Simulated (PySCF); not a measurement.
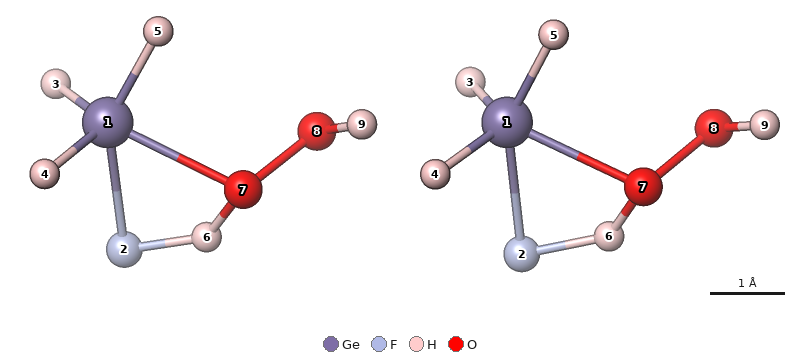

Two geometries of GeH$_{5}$O$_{2}$F, drawn at one scale. One is the start of a relaxation, the other its converged end. The picture is a ball-and-stick view, seen at a tilt.

The calculation used PySCF, RKS PBE0-D4/def2-TZVP, partitioned rational-function steps on a Bofill-updated Hessian. 

### Which one is relaxed?

The right one is the relaxed one. The reaction that was planned forms Ge1–O7, F2–H6 and breaks Ge1–F2, H6–O7 (atoms numbered from 1 in input order). The atom that moves furthest after the best rigid fit is H3 (0.21 Å). Largest moves by element: H 0.21 Å, F 0.12 Å, O 0.09 Å, Ge 0.03 Å. Some distances before and after: F2–H6 1.225 → 1.287 Å, H6–O7 1.123 → 1.087 Å, Ge1–F2 2.060 → 2.074 Å, O7–O8 1.411 → 1.419 Å. Bond angles that change, for instance: H3–Ge1–O7 128.3° → 119.8°, H4–Ge1–O7 104.6° → 110.3°, F2–Ge1–H4 92.4° → 87.9°. After 6 geometry steps the energy has fallen by 1.50 kJ/mol. The run took 100 s on 4 threads of Arm Neoverse V1, on a shared host.
